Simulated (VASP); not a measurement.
Band structure of ZrO$_{2}$ (fluorite). Calculation: PBE GGA with spin-orbit coupling, VASP's PBE PAW potentials (set 64) (plane waves; VASP).

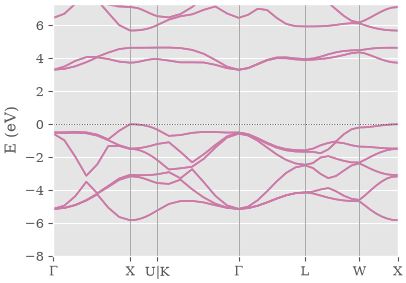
Fig. 1. Bands along high-symmetry lines, zero at the valence-band maximum or, without a gap, the Fermi level

**Question.** Read the plot: is there a gap, and where are the band edges?

**Answer.** The gap is indirect, 3.30 eV, from the valence maximum at X to the conduction minimum at Γ.

The compound is ZrO2 in the fluorite structure, the high-temperature cubic form, which is unstable at 0 K; the monoclinic form is the stable one. It was relaxed first.
